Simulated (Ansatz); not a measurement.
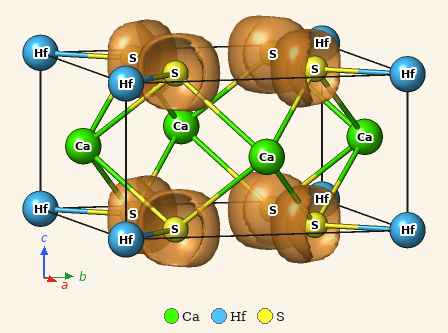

Ca$_{2}$HfS$_{4}$. Isosurface of the electron localisation function at 0.85 (orange), seen slightly off an axis. Core shells and regions of very low density are left out. Sticks mark near contacts.

Space group P4/mmm; a structure from a database of computed crystals, not necessarily the ambient phase; started from the K2PdCl4-123 prototype, which need not be the ambient phase.

The calculation used DFT, r2SCAN+rVV10, plane waves, PAW in Ansatz.

Core electrons are frozen (PAW), and the valence fields are smoothed inside the atomic spheres.

**Describe the localisation domains.**

The surface consists of four regions wrapped around S (the valence shell of each), counted in one cell of 7 atoms. Any copies at cell faces, edges or corners count once. Profiles from the grid: Hf–S (2.43 Å): the ELF peaks at about 0.85 in the valence shell of S, 0.8 Å from its nucleus, and is about 0.40 at the midpoint. Ca–S (3.01 Å): the ELF peaks at about 0.85 in the valence shell of S, 0.9 Å from its nucleus, and is about 0.25 at the midpoint; a largely ionic contact.
